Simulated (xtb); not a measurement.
Geometry relaxation of C3H10GeP (charge −1) (part 1 of 4)

- system: C3H10GeP, charge −1
- method: GFN2-xTB (xtb 6.7.1)

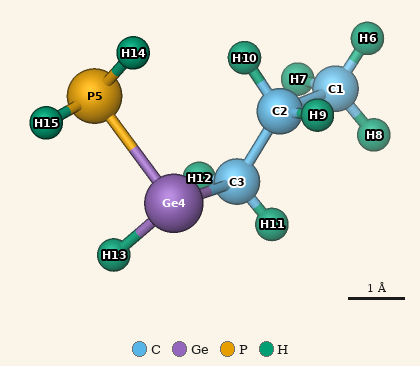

The input geometry (ball-and-stick view, seen at a tilt; atoms are numbered from 1 in the order of the input). Sticks mark near contacts. Bond lengths as drawn: C–C 1.51 to 1.63 Å, C–Ge 2.16 Å, C–H 1.01 to 1.17 Å, Ge–H 1.61 Å, Ge–P 2.42 Å and H–P 1.36 to 1.44 Å.

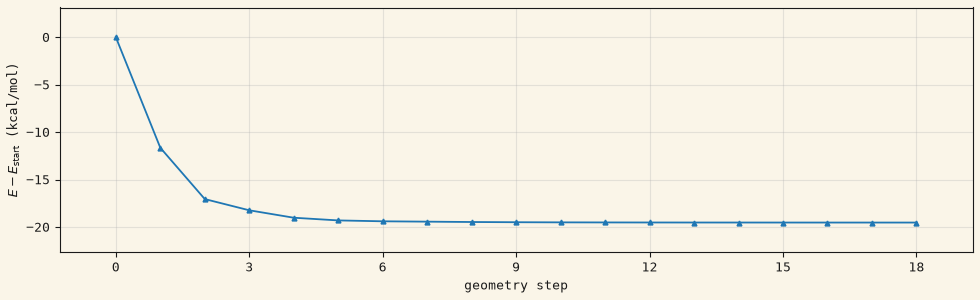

Progress of the relaxation, step by step (steps are counted from 0).

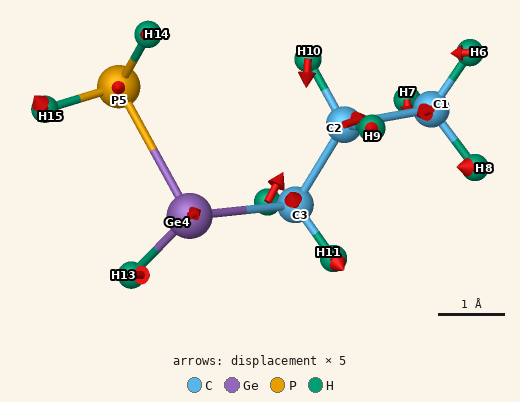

The starting structure with the displacements as red arrows, magnified 5 times (ball-and-stick view, seen at a tilt). The two geometries are laid on each other by the best rigid fit. After 18 geometry steps the energy has fallen by 19.5 kcal/mol. The largest moves after the best rigid fit, 0.11 Å, are those of H12 and H13. Largest moves by element: H 0.11 Å, C 0.10 Å, Ge 0.05 Å, P 0.04 Å. Among the contacts that change: C1–C2 1.634 → 1.528 Å, C3–Ge4 2.160 → 2.063 Å, C3–H11 1.008 → 1.098 Å, C1–H7 1.169 → 1.090 Å. Among the angles that change: C1–C2–H9 100.4° → 108.9°, C3–C2–H10 115.8° → 108.5°, C3–C2–H9 116.6° → 109.5°. (Atoms are counted from 1 in the order of the input.)

The input that produced these results follows, with the program's output.

**Input (mol.coord)**
```
$coord
      4.106034718109     -1.347903850173     -0.683627322845  c
      1.231723488031     -1.089540494414      0.414398041869  c
     -0.581941160079     -0.493747641842     -1.716872876006  c
     -4.215090812762     -0.485546230461      0.144072719741  ge
     -3.239878748887      3.361709392142      2.398818342600  p
      5.568569355002     -1.704249505494      0.674424356618  h
      4.605848380812      0.590690592036     -1.616509521527  h
      4.285464213643     -2.735907688711     -2.264742274058  h
      1.028502340589     -2.811175480255      1.270217209190  h
      1.464008623270      0.465628517108      1.926311222399  h
     -0.536323171430     -1.846772649813     -3.057312307987  h
     -0.388697766574      1.227207042593     -2.593157777256  h
     -5.523215928011      1.168720019036     -2.056777914043  h
     -2.757186004874      2.015808651661      4.705134591399  h
     -5.722071808106      3.609754843260      2.994875756829  h
$end
```

**File xtb.inp**
```
$chrg -1
$spin 0
$opt
   hessian=swart
$end
```

Run as:
```bash
xtb mol.coord --gfn2 --input xtb.inp --opt tight -P 1 | tee xtb.out
```

**Log**
```
* xtb version 6.7.1
   ID    Z sym.   atoms
    1    6 c      1-3
    2   32 ge     4
    3   15 p      5
    4    1 h      6-15

           -------------------------------------------------
          |                Calculation Setup                |
           -------------------------------------------------

          program call               : xtb mol.coord --gfn2 --input xtb.inp --opt tight -P 1
          coordinate file            : mol.coord
          omp threads                :                     1

           -------------------------------------------------
          |                 G F N 2 - x T B                 |
           -------------------------------------------------

      * Hamiltonian:
        H0-scaling (s, p, d)           1.850000    2.230000    2.230000
        zeta-weighting                 0.500000
      * Dispersion:
        s8                             2.700000
        a1                             0.520000
        a2                             5.000000
        s9                             5.000000
      * Repulsion:
        kExp                           1.500000    1.000000
        rExp                           1.000000
      * Coulomb:
        alpha                          2.000000
        third order                    shell-resolved
        anisotropic                    true
        a3                             3.000000
        a5                             4.000000
        cn-shift                       1.200000
        cn-exp                         4.000000
        max-rad                        5.000000

          ...................................................
          :                      SETUP                      :
          :.................................................:
          :  # basis functions                  42          :
          :  # atomic orbitals                  40          :
          :  # shells                           22          :
          :  # electrons                        32          :
          :  max. iterations                   250          :
          :  Hamiltonian                  GFN2-xTB          :
          :  restarted?                      false          :
          :  GBSA solvation                  false          :
          :  PC potential                    false          :
          :  electronic temp.          300.0000000     K    :
          :  accuracy                    1.0000000          :
          :  -> integral cutoff          0.2500000E+02      :
          :  -> integral neglect         0.1000000E-07      :
          :  -> SCF convergence          0.1000000E-05 Eh   :
          :  -> wf. convergence          0.1000000E-03 e    :
          :  Broyden damping             0.4000000          :
          :  net charge                         -1          :
          :  unpaired electrons                  0          :
          ...................................................

 iter      E             dE          RMSdq      gap      omega  full diag
   1    -16.2012160 -0.162012E+02  0.641E+00    2.83       0.0  T
   2    -16.2841828 -0.829668E-01  0.683E+00    3.39       1.0  T
   3    -16.3341873 -0.500044E-01  0.387E+00    3.71       1.0  T
   4    -16.2974885  0.366988E-01  0.403E+00    3.34       1.0  T
   5    -16.3349141 -0.374256E-01  0.459E-01    3.65       1.0  T
   6    -16.3352914 -0.377243E-03  0.122E-01    3.70       1.0  T
   7    -16.3353129 -0.215271E-04  0.475E-02    3.71       1.0  T
   8    -16.3353146 -0.170803E-05  0.158E-02    3.71       1.6  T
   9    -16.3353148 -0.167811E-06  0.841E-03    3.71       3.1  T
  10    -16.3353149 -0.106549E-06  0.491E-03    3.71       5.3  T
  11    -16.3353149 -0.387360E-07  0.882E-04    3.71      29.3  T
  12    -16.3353149 -0.111051E-08  0.398E-04    3.71      64.8  T

   *** convergence criteria satisfied after 12 iterations ***

         #    Occupation            Energy/Eh            Energy/eV
      -------------------------------------------------------------
         1        2.0000           -0.4630336             -12.5998
       ...           ...                  ...                  ...
        10        2.0000           -0.2894846              -7.8773
        11        2.0000           -0.2801268              -7.6226
        12        2.0000           -0.2699578              -7.3459
        13        2.0000           -0.2474623              -6.7338
        14        2.0000           -0.2039267              -5.5491
        15        2.0000           -0.1809434              -4.9237
        16        2.0000           -0.1569302              -4.2703 (HOMO)
        17                         -0.0204991              -0.5578 (LUMO)
        18                          0.0051377               0.1398
        19                          0.0347243               0.9449
        20                          0.0838519               2.2817
        21                          0.1378605               3.7514
       ...                                ...                  ...
        40                          1.2112040              32.9585
      -------------------------------------------------------------
                  HL-Gap            0.1364310 Eh            3.7125 eV
             Fermi-level           -0.0887147 Eh           -2.4140 eV

 SCC (total)                   0 d,  0 h,  0 min,  0.023 sec
 SCC setup                      ...        0 min,  0.000 sec (  0.858%)
 Dispersion                     ...        0 min,  0.000 sec (  0.492%)
 classical contributions        ...        0 min,  0.000 sec (  0.184%)
 integral evaluation            ...        0 min,  0.003 sec ( 12.902%)
 iterations                     ...        0 min,  0.012 sec ( 51.369%)
 molecular gradient             ...        0 min,  0.008 sec ( 32.959%)
 printout                       ...        0 min,  0.000 sec (  1.125%)

         :::::::::::::::::::::::::::::::::::::::::::::::::::::
         ::                     SUMMARY                     ::
         :::::::::::::::::::::::::::::::::::::::::::::::::::::
         :: total energy             -16.150163647911 Eh    ::
         :: gradient norm              0.179220934699 Eh/a0 ::
         :: HOMO-LUMO gap              3.712477557536 eV    ::
         ::.................................................::
         :: SCC energy               -16.335297516642 Eh    ::
         :: -> isotropic ES            0.100111344570 Eh    ::
         :: -> anisotropic ES          0.004749995786 Eh    ::
         :: -> anisotropic XC          0.008181668675 Eh    ::
         :: -> dispersion             -0.011906005193 Eh    ::
         :: repulsion energy           0.185133868731 Eh    ::
         :: add. restraining           0.000000000000 Eh    ::
         :: total charge              -1.000000000000 e     ::
         :::::::::::::::::::::::::::::::::::::::::::::::::::::

      -----------------------------------------------------------
     |                   =====================                   |
     |                        A N C O P T                        |
     |                   =====================                   |
     |               Approximate Normal Coordinate               |
     |                Rational Function Optimizer                |
      -----------------------------------------------------------
      -----------------------------------------------------------
     |                   =====================                   |
     |                        A N C O P T                        |
     |                   =====================                   |
     |               Approximate Normal Coordinate               |
     |                Rational Function Optimizer                |
      -----------------------------------------------------------

          ...................................................
          :                      SETUP                      :
          :.................................................:
          :   optimization level             tight          :
          :   max. optcycles                   200          :
          :   ANC micro-cycles                  20          :
          :   degrees of freedom                39          :
          :.................................................:
          :   RF solver                   davidson          :
          :   write xtbopt.log                true          :
          :   linear?                        false          :
          :   energy convergence         0.1000000E-05 Eh   :
          :   grad. convergence          0.8000000E-03 Eh/α :
          :   maxmium RF displ.          1.0000000          :
          :   Hlow (freq-cutoff)         0.1000000E-01      :
          :   Hmax (freq-cutoff)         5.0000000          :
          :   S6 in model hess.         20.0000000          :
          ...................................................

generating ANC from exact Hessian ...
Using Swart-Hessian
 Shifting diagonal of input Hessian by    0.0000000000000000
 Lowest  eigenvalues of input Hessian
    0.000000    0.000000    0.000000    0.000000    0.000000    0.000000
    0.038336    0.047780    0.055764    0.081592    0.104054    0.160701
    0.179746    0.194979    0.214108    0.257619    0.272286    0.286908
 Highest eigenvalues
    1.384429    1.481568    1.547103    1.719864    1.882018    2.061821

........................................................................
.............................. CYCLE    1 ..............................
........................................................................

 iter      E             dE          RMSdq      gap      omega  full diag
   1    -16.3353149 -0.163353E+02  0.148E-04    3.71       0.0  T
   2    -16.3353149  0.114468E-10  0.123E-04    3.71     210.6  T
   3    -16.3353149 -0.570992E-10  0.619E-05    3.71     417.1  T
     SCC iter.                  ...        0 min,  0.004 sec
     gradient                   ...        0 min,  0.007 sec
 * total energy  :   -16.1501636 Eh     change       -0.8564172E-10 Eh
   gradient norm :     0.1792215 Eh/α   predicted     0.0000000E+00 (-100.00%)
   displ. norm   :     0.1653227 α      lambda       -0.2560597E-01
   maximum displ.:     0.0694018 α      in ANC's #33, #37, #24, ...

........................................................................
.............................. CYCLE    2 ..............................
........................................................................

 iter      E             dE          RMSdq      gap      omega  full diag
   1    -16.3345320 -0.163345E+02  0.318E-01    3.75       0.0  T
   2    -16.3346128 -0.808431E-04  0.170E-01    3.75       1.0  T
   3    -16.3346147 -0.191224E-05  0.124E-01    3.76       1.0  T
   4    -16.3346378 -0.230435E-04  0.578E-02    3.74       1.0  T
   5    -16.3346490 -0.112633E-04  0.186E-02    3.74       1.4  T
   6    -16.3346491 -0.654581E-07  0.112E-02    3.74       2.3  T
   7    -16.3346492 -0.540717E-07  0.270E-03    3.74       9.5  T
   8    -16.3346492 -0.386860E-08  0.137E-03    3.74      18.9  T
   9    -16.3346492  0.470337E-09  0.833E-04    3.74      31.0  T
  10    -16.3346492 -0.121986E-08  0.174E-04    3.74     148.3  T
     SCC iter.                  ...        0 min,  0.009 sec
     gradient                   ...        0 min,  0.007 sec
 * total energy  :   -16.1687344 Eh     change       -0.1857075E-01 Eh
   gradient norm :     0.0939634 Eh/α   predicted    -0.1315291E-01 ( -29.17%)
   displ. norm   :     0.1744981 α      lambda       -0.1384345E-01
   maximum displ.:     0.0625207 α      in ANC's #33, #18, #30, ...

........................................................................
.............................. CYCLE    3 ..............................
........................................................................

 iter      E             dE          RMSdq      gap      omega  full diag
   1    -16.3395572 -0.163396E+02  0.342E-01    3.78       0.0  T
   2    -16.3396494 -0.922145E-04  0.178E-01    3.77       1.0  T
   3    -16.3396401  0.924174E-05  0.125E-01    3.78       1.0  T
   4    -16.3396629 -0.227858E-04  0.614E-02    3.76       1.0  T
   5    -16.3396767 -0.137325E-04  0.193E-02    3.77       1.3  T
   6    -16.3396768 -0.947829E-07  0.126E-02    3.77       2.0  T
   7    -16.3396768 -0.405139E-07  0.323E-03    3.77       8.0  T
   8    -16.3396768 -0.118014E-07  0.152E-03    3.77      16.9  T
   9    -16.3396768 -0.350862E-09  0.858E-04    3.77      30.1  T
  10    -16.3396768 -0.681016E-09  0.353E-04    3.77      73.2  T
     SCC iter.                  ...        0 min,  0.009 sec
     gradient                   ...        0 min,  0.007 sec
 * total energy  :   -16.1773513 Eh     change       -0.8616891E-02 Eh
   gradient norm :     0.0444968 Eh/α   predicted    -0.7132487E-02 ( -17.23%)
   displ. norm   :     0.0909656 α      lambda       -0.2644788E-02
   maximum displ.:     0.0329472 α      in ANC's #39, #3, #18, ...

........................................................................
.............................. CYCLE    4 ..............................
........................................................................

 iter      E             dE          RMSdq      gap      omega  full diag
   1    -16.3430070 -0.163430E+02  0.159E-01    3.77       0.0  T
   2    -16.3430277 -0.207403E-04  0.848E-02    3.77       1.0  T
   3    -16.3430260  0.176396E-05  0.477E-02    3.77       1.0  T
   4    -16.3430268 -0.873384E-06  0.331E-02    3.76       1.0  T
   5    -16.3430310 -0.418298E-05  0.111E-02    3.77       2.3  T
   6    -16.3430311 -0.133576E-06  0.594E-03    3.77       4.4  T
   7    -16.3430312 -0.196876E-07  0.161E-03    3.77      16.0  T
   8    -16.3430312 -0.248503E-08  0.880E-04    3.77      29.4  T
   9    -16.3430312 -0.709694E-09  0.323E-04    3.77      79.9  T
     SCC iter.                  ...        0 min,  0.008 sec
     gradient                   ...        0 min,  0.007 sec
 * total energy  :   -16.1792356 Eh     change       -0.1884283E-02 Eh
   gradient norm :     0.0328950 Eh/α   predicted    -0.1333337E-02 ( -29.24%)
   displ. norm   :     0.0983191 α      lambda       -0.1903008E-02
   maximum displ.:     0.0354104 α      in ANC's #3, #39, #18, ...

........................................................................
.............................. CYCLE    5 ..............................
........................................................................
```
